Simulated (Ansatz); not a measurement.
ClH3O2Zn

Input

```
crystal:
  periodic: [false, false, false]
  atoms:
    - { symbol: Zn, position_ang: [-0.321474, -0.047768, 0.028409] }
    - { symbol: O, position_ang: [-0.314881, 0.253037, 1.788954] }
    - { symbol: H, position_ang: [-0.929138, -0.293685, 2.297938] }
    - { symbol: O, position_ang: [-0.439105, -0.18481, -1.721774] }
    - { symbol: H, position_ang: [0.338222, -0.595344, -2.123014] }
    - { symbol: Cl, position_ang: [2.781686, -0.904018, 1.225856] }
    - { symbol: H, position_ang: [1.77469, -0.410012, 1.95343] }
basis:
  gaussian: { orbitals: def2-SVP }
hamiltonian:
  xc: r2scan
  dispersion: d4
relax:
  f_tol: 0.03
  max_steps: 50
output:
  orbitals: {}
```

Command:

```sh
ansatz run input.yaml --threads 2 --pin off --max-ram 3072MiB --backend cpu --events-out ev --progress --plain --runs-dir out
```

The fields are those of the run's last geometry, not of the input's.

All numbers below come from RKS r2SCAN-D4/def2-SVP in Ansatz 0.2.0.

Q: What can the converged electron density and electron localisation function tell about the bonding?

A: Zn–O (1.81 Å): ρ is about 0.78 e/Å³ halfway; the ELF peaks at about 0.85 in the valence shell of O, 0.6 Å from its nucleus, and is about 0.15 at the midpoint.
Zn–Cl (2.11 Å): ρ at the midpoint is about 0.66 e/Å³; the ELF peaks at about 0.80 in the valence shell of Cl, 0.8 Å from its nucleus, and is about 0.40 at the midpoint.
O–H (0.96 Å): ρ is about 3.6 e/Å³ halfway; the ELF climbs to about 1 towards the hydrogen, as it does in any bond to H (a covalent bond by its length).

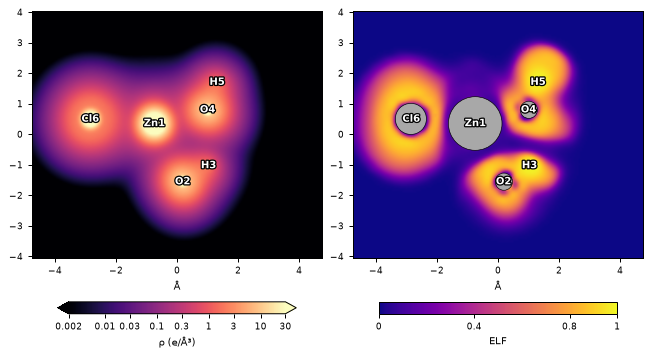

Computed electron density and electron localisation function on the plane of atoms O2, Zn1 and O4, in this order. Grey discs cover the atomic cores in the ELF map. 
